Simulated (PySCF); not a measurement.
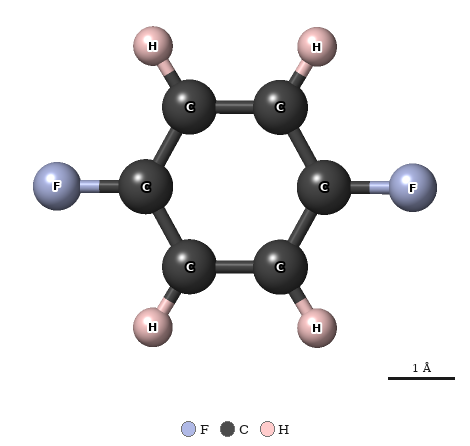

Figure 1. The structure (ball-and-stick view, seen on its broad side). Bond lengths as drawn: C–C 1.38 Å, C–F 1.35 Å and C–H 1.08 Å.

# Run report: C6H4F2, NMR shielding calculation

The run: NMR shielding calculation of C6H4F2. Method and program: GIAO PBE0/pcSseg-1 NMR shielding, non-relativistic, gas phase (PySCF 2.14.0).

The geometry comes from this level: GFN2-xTB. Figures and captions count atoms from 1; the log counts them from 0 in places.

### Input
```
{"job": {"kind": "nmr", "xc": "PBE0", "basis": "pcSseg-1"}, "charge": 0, "multiplicity": 1}
F     -2.684226    -0.349174    -0.070435
C     -1.348566    -0.175099    -0.036247
C     -0.529338    -1.290477    -0.015920
C      0.841741    -1.112343     0.018728
C      1.349137     0.175263     0.031167
F      2.685041     0.347970     0.064079
C      0.529696     1.290601     0.011389
C     -0.841700     1.112829    -0.022658
H     -0.964899    -2.276735    -0.026956
H      1.513008    -1.955695     0.036231
H      0.965534     2.276585     0.022552
H     -1.514231     1.955590    -0.037957
```

The first line tells a small driver script what to run in PySCF; the rest is the geometry in Å.

Launched with:
```bash
OMP_NUM_THREADS=1 python <driver script> task.json out
```

### Log
```
coarse grid: 11168 points
cycle   1  E = -430.0958478866  dE =  1.466e+00  |g| = 5.899e-01  |ddm| = 3.430e+00
cycle   2  E = -430.0636507332  dE =  3.220e-02  |g| = 7.710e-01  |ddm| = 1.069e+00
cycle   3  E = -430.1554053804  dE = -9.175e-02  |g| = 7.593e-02  |ddm| = 6.255e-01
cycle   4  E = -430.1564162721  dE = -1.011e-03  |g| = 2.912e-02  |ddm| = 7.395e-02
cycle   5  E = -430.1565929772  dE = -1.767e-04  |g| = 8.036e-03  |ddm| = 3.350e-02
cycle   6  E = -430.1566063171  dE = -1.334e-05  |g| = 2.244e-03  |ddm| = 9.142e-03
cycle   7  E = -430.1566073376  dE = -1.021e-06  |g| = 1.154e-04  |ddm| = 1.839e-03
final grid: 111944 points
cycle   8  E = -430.2158593966  dE = -3.345e-05  |g| = 7.291e-03  |ddm| = 3.717e-02
cycle   9  E = -430.2158512570  dE =  8.140e-06  |g| = 1.031e-02  |ddm| = 1.504e-02
cycle  10  E = -430.2158715054  dE = -2.025e-05  |g| = 1.166e-03  |ddm| = 8.986e-03
cycle  11  E = -430.2158717341  dE = -2.287e-07  |g| = 1.483e-04  |ddm| = 1.099e-03
cycle  12  E = -430.2158717376  dE = -3.505e-09  |g| = 2.597e-05  |ddm| = 1.190e-04
cycle  13  E = -430.2158717377  dE = -1.088e-10  |g| = 1.192e-05  |ddm| = 2.877e-05
```

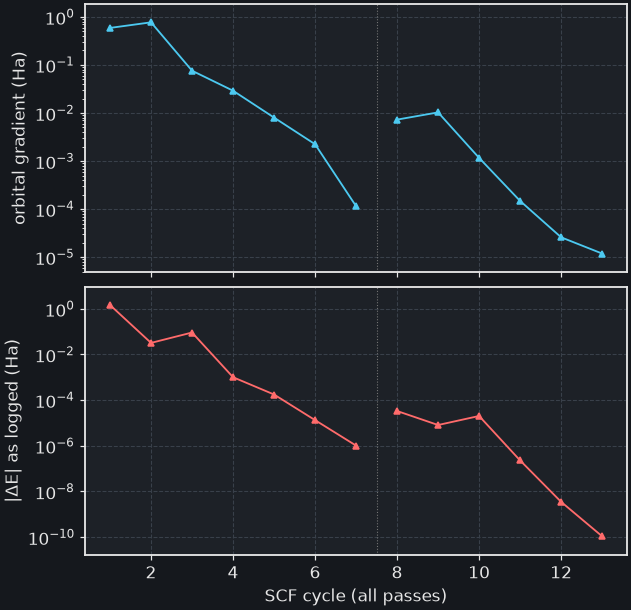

Figure 2. Convergence of the self-consistent field: orbital gradient and size of the energy change against the SCF cycle. The dotted line marks the change from a coarse to the final integration grid. The first 7 cycles use a coarse grid, the final grid takes over at cycle 8, and the field converges after 13 cycles in all.

```
converged SCF energy = -430.2158717377

GIAO shielding tensors (ppm)
atom      isotropic    diamagn.    paramagn.     s11        s22        s33       span
  0 F      293.430     476.613    -183.183    212.541    304.921    362.829    150.288
  1 C       18.599     251.407    -232.808    -65.765     34.951     86.612    152.377
  2 C       64.273     256.523    -192.250    -20.521     45.656    167.686    188.207
  3 C       64.289     256.513    -192.224    -20.424     45.538    167.754    188.178
  4 C       18.627     251.401    -232.773    -65.699     34.973     86.608    152.307
  5 F      293.512     476.606    -183.094    212.666    304.963    362.907    150.241
  6 C       64.300     256.515    -192.215    -20.374     45.525    167.748    188.121
  7 C       64.314     256.498    -192.184    -20.379     45.592    167.728    188.107
  8 H       24.371      30.073      -5.702     20.887     25.055     27.172      6.285
  9 H       24.376      30.076      -5.700     20.888     25.067     27.173      6.284
 10 H       24.376      30.067      -5.691     20.892     25.064     27.171      6.279
 11 H       24.369      30.061      -5.692     20.884     25.061     27.161      6.276
```

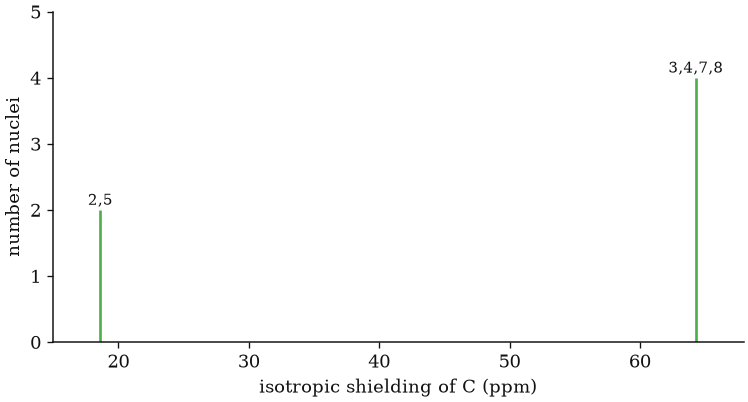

Figure 3. Isotropic shieldings of the carbon nuclei in this fixed geometry, labelled by atom number; shielding grows to the right, so chemical shift grows to the left. The least shielded is C2 (18.6 ppm), the most shielded C8 (64.3 ppm).

### Summary

```json
{"quantity": "outcome", "value": "converged"}
{"quantity": "total energy", "value": "−430.215872 hartree"}
{"quantity": "HOMO", "value": "−7.23 eV"}
{"quantity": "LUMO", "value": "−0.86 eV"}
{"quantity": "dipole moment", "value": "0.00 D"}
{"quantity": "isotropic shielding, F", "value": "293.4 to 293.5 ppm"}
{"quantity": "isotropic shielding, C", "value": "18.6 to 64.3 ppm"}
{"quantity": "isotropic shielding, H", "value": "24.4 ppm"}
{"quantity": "hardware", "value": "1 CPU thread, shared host"}
{"quantity": "wall time", "value": "17 s"}
{"quantity": "peak memory", "value": "0.85 GiB"}
```
